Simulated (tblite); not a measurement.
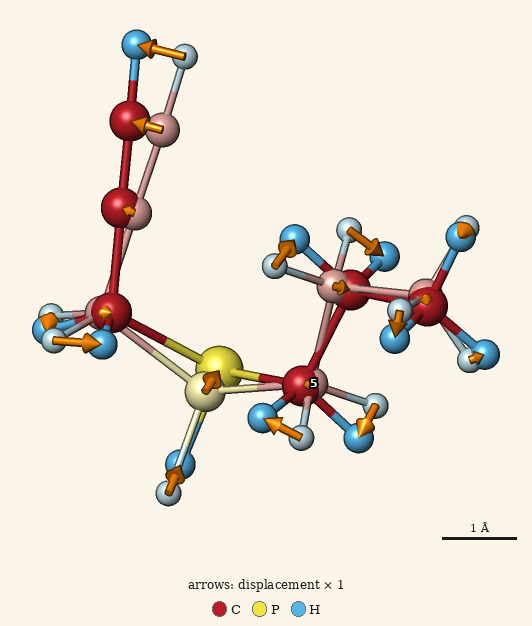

A relaxation of C$_{6}$H$_{11}$P. The starting structure is drawn faded, the final one solid; orange arrows show the displacements, at their true length. The two geometries are superimposed by the best rigid fit.

A ball-and-stick model, seen at a tilt.

The calculation used GFN2-xTB geometry optimisation, gas phase (tblite 0.8.0). 

### Atoms of which element are displaced furthest, and by how much?

Hydrogen: up to 0.74 Å, against 0.48 Å for phosphorus.

### What did the optimiser do to the structure, and how much energy did it gain?

The atom that moves furthest after the best rigid fit is an H atom (0.74 Å). Largest moves by element: H 0.74 Å, P 0.48 Å, C 0.48 Å. Near-neighbour distances that change, for instance: H–P 1.485 → 1.405 Å, C–P 1.814 → 1.878 Å, C–H 1.139 → 1.095 Å, C–P 1.821 → 1.863 Å. Among the angles between lasting bonds that change: C–P–C 117.2° → 99.8°, C–P–H 105.9° → 93.2°, C–P–H 105.6° → 94.2°. Groups turn about C–C by about 35°, C–P by about 30°, C–P by about 30°. After 97 geometry steps the energy has fallen by 27.3 kcal/mol.
